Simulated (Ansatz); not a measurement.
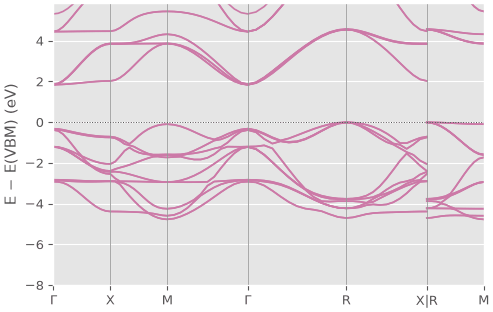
Figure. Band structure from PBEsol with spin–orbit coupling in the plane-wave PAW code Ansatz

Read off the gap and where the band edges lie.

About 1.8 eV (1.84 eV by a search for the band edges); maximum at R, minimum at Γ.

The material is SrTiO3 (cubic perovskite, Pm-3m).

Symmetry was held in the PBEsol relaxation. At this level the phase is dynamically unstable (imaginary phonons). The run is not spin-polarised.

Potentials: the earlier of the program's two PAW sets. The files were generated under PBE; for other functionals the program regenerates the frozen cores, and for LDA and PBEsol the local potential too.
